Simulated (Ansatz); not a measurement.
## Electronic structure of ClF3H2OZr in real space

Input file:

```
crystal:
  periodic: [false, false, false]
  atoms:
    - { symbol: Zr, position_ang: [-0.432426, -0.154488, -0.483699] }
    - { symbol: Cl, position_ang: [-0.218365, 1.018871, 3.034674] }
    - { symbol: F, position_ang: [1.262667, -0.834464, 0.077512] }
    - { symbol: F, position_ang: [-0.412299, 1.737965, -0.753165] }
    - { symbol: F, position_ang: [-0.82861, -0.912062, -2.188386] }
    - { symbol: O, position_ang: [-1.916056, -0.716608, 0.776473] }
    - { symbol: H, position_ang: [-2.84615, -0.989134, 0.706921] }
    - { symbol: H, position_ang: [-1.222762, 0.22022, 2.64697] }
basis:
  gaussian: { orbitals: def2-SVP }
hamiltonian:
  xc: pbe
relax:
  f_tol: 0.03
  max_steps: 50
output:
  orbitals: {}
```

Run with:

```sh
ansatz run input.yaml --threads 4 --pin off --max-ram 5120MiB --backend cpu --events-out ev --progress --plain --runs-dir out
```

The fields are those of the run's last geometry, not of the input's.

Core potentials replace the inner electrons of Zr.

All numbers below come from Ansatz, RKS PBE/def2-SVP.

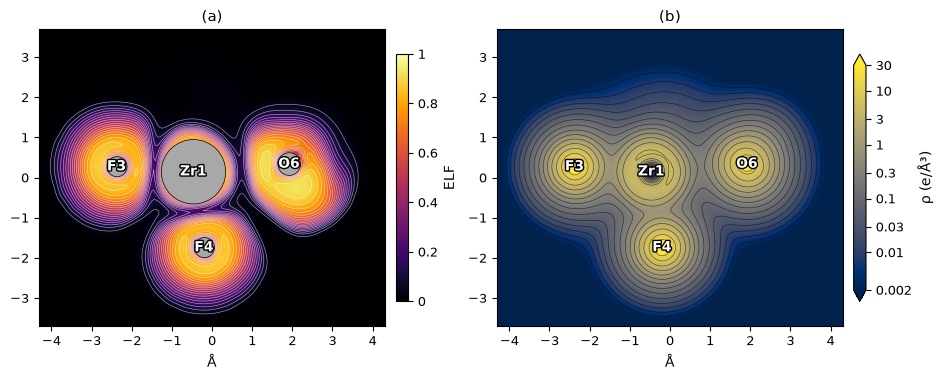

Figure 1. (a) ELF; (b) electron density on the plane of atoms F3, Zr1 and F4. Grey discs cover the atomic cores in the ELF map.

### Read the bonding off the picture.

Atoms in the plane: Zr, F and O.
Zr–F (1.91 Å): the density is about 0.93 e/Å³ at the midpoint; the ELF peaks at about 0.85 in the valence shell of F, 0.5 Å from its nucleus, and drops to about 0.20 between the two atoms.
Zr–O (2.39 Å): ρ is about 0.31 e/Å³ halfway; the ELF peaks at about 0.90 in the valence shell of O, 0.7 Å from its nucleus, and drops to about 0.10 between the two atoms.

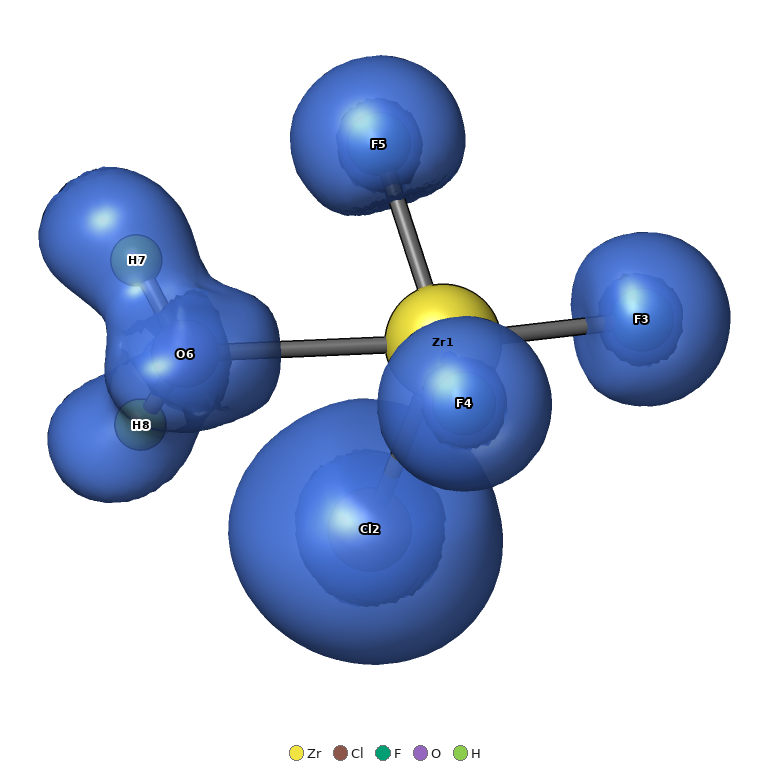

Figure 2. Isosurface of the ELF at 0.75 (blue), seen at a tilt. Core shells and regions of very low density are left out.

### Describe the localisation domains.

At this value the surface marks out one region wrapped around Cl (its valence shell), three regions wrapped around F (the valence shell of each) and one joined region spread over several atoms (H, O), in which their bonds and any lone pairs are merged.

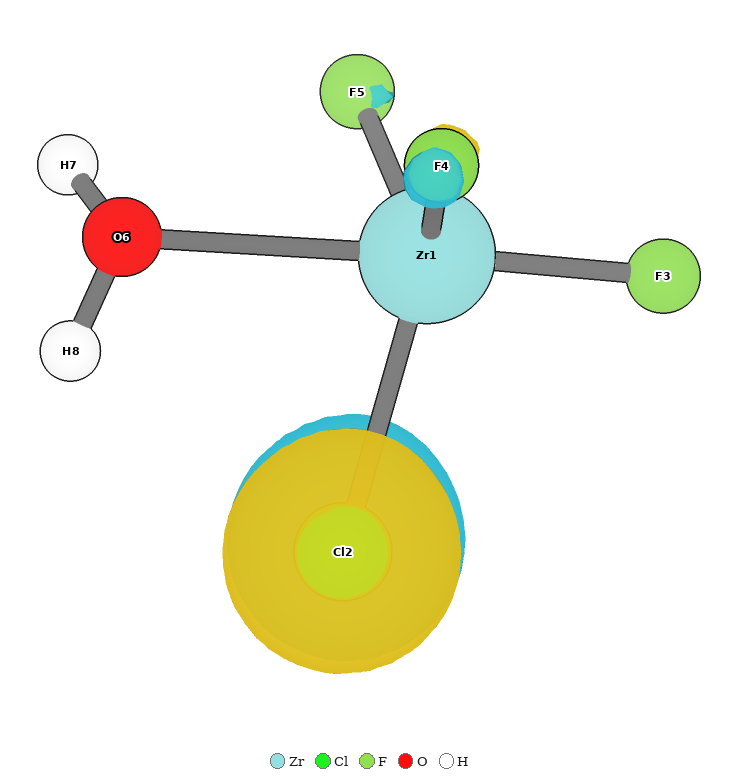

Figure 3. The HOMO−1 at ±0.2 Å⁻³ᐟ² (yellow and cyan are the two phases), seen across its widest extent.

### What is the character of this orbital?

By Hirshfeld shares it lies mainly on Cl2 (about 85 %); largely a lone pair of Cl2. Its energy is −7.87 eV.
